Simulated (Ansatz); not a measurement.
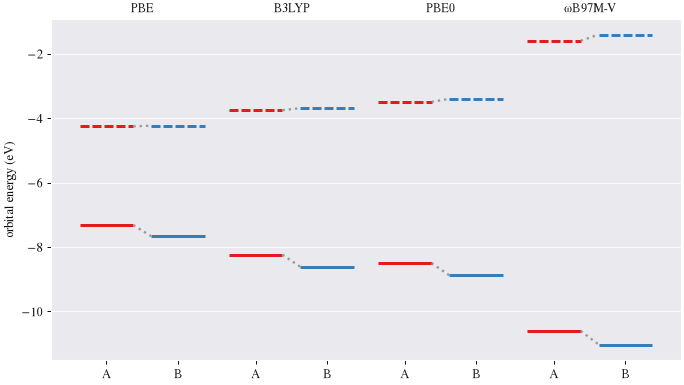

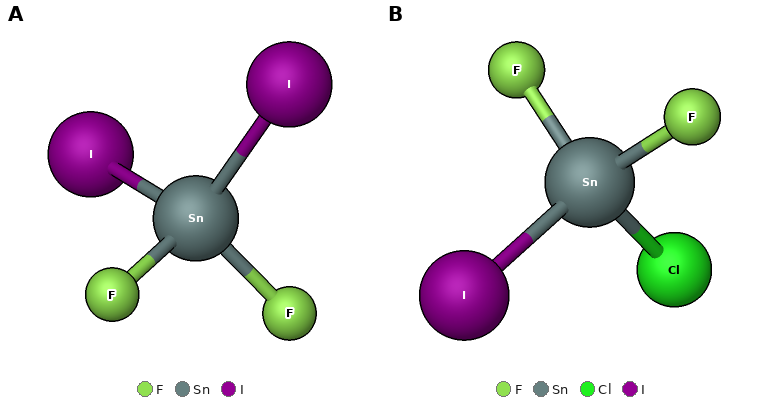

One change: A, SnI₂F₂ (SMILES [F][Sn]([F])([I])[I]), becomes B, SnIClF₂ (SMILES [F][Sn]([F])([Cl])[I]). I on Sn is replaced by Cl. HOMO (solid) and LUMO (dashed) computed in def2-TZVPP at PBE0-D4/def2-TZVP geometries, both minima by their frequencies, gas phase, the Ansatz code 0.2.0.

Q: What does the change do to HOMO and LUMO?

A: PBE: the HOMO falls by 0.34 eV, the LUMO rises by 0.02 eV, and the separation goes from 3.07 to 3.43 eV. B3LYP: the HOMO falls by 0.38 eV, the LUMO rises by 0.07 eV, and the separation goes from 4.48 to 4.93 eV. PBE0: the HOMO falls by 0.38 eV, the LUMO rises by 0.09 eV, and the separation goes from 5.01 to 5.48 eV. ωB97M-V: the HOMO falls by 0.42 eV, the LUMO rises by 0.19 eV, and the separation goes from 9.01 to 9.62 eV.

Q: Do the functionals agree on the effect?

A: They agree on the direction for both levels; the HOMO shift lies between −0.42 and −0.34 eV and the LUMO shift between 0.02 and 0.19 eV, while the separations themselves differ by up to 6.2 eV between functionals.

Caveats: core potentials past krypton; spin-orbit coupling is left out, and with Sn and I it can shift these values.
